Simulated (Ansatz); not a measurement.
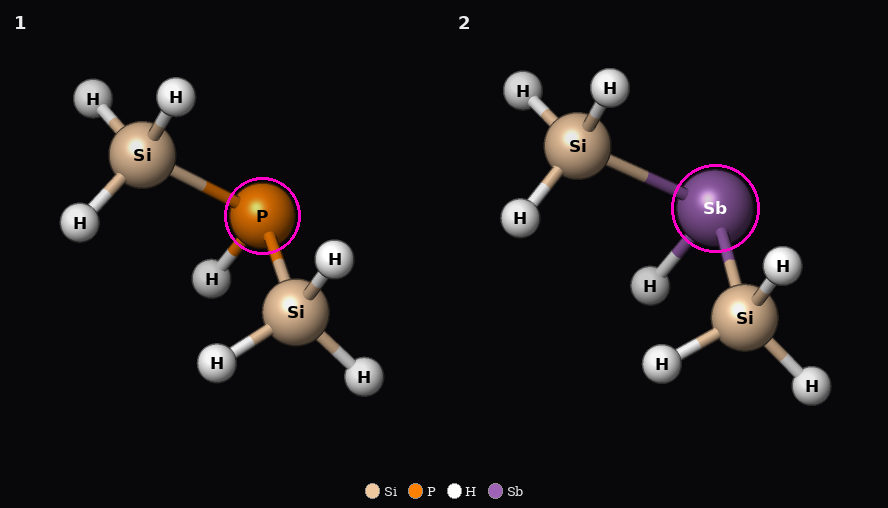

2 molecules with one skeleton, seen from the same side and at one scale; the atom that differs is circled. Charge 0, singlet. Computed geometries: PBE0-D4/def2-TZVP optimisations, one conformation each. Properties computed with Ansatz 0.2.0. Elements past Kr carry core potentials.

One atom differs, called X below: P in panel 1, Sb in panel 2. Their formulas are H7PSi2 (`[SiH3]P[SiH3]`), H7SbSi2 (`[SiH3][SbH][SiH3]`).

In which is the mean length of X–Si larger (PBE0-D4/def2-TZVP)?

In panel 2 (X = Sb).

In which is the angle Si–X–Si larger (PBE0-D4/def2-TZVP)?

In panel 1 (X = P).

Give the values. With PBE0-D4/def2-TZVP: length of X–H (Å), mean length of X–Si (Å), angle Si–X–Si (°). With ωB97M-V/def2-TZVPP: dipole moment (D), HOMO energy (Kohn–Sham orbital) (eV), HOMO–LUMO gap (eV).

```csv
quantity,1 (P),2 (Sb),2 − 1
length of X–H (Å),1.422,1.710,+0.288
mean length of X–Si (Å),2.250,2.570,+0.320
angle Si–X–Si (°),95.8,90.1,−5.7
dipole moment (D),0.55,0.07,−0.48
HOMO energy (Kohn–Sham orbital) (eV),−9.57,−9.11,+0.46
HOMO–LUMO gap (eV),11.19,10.12,−1.07
```
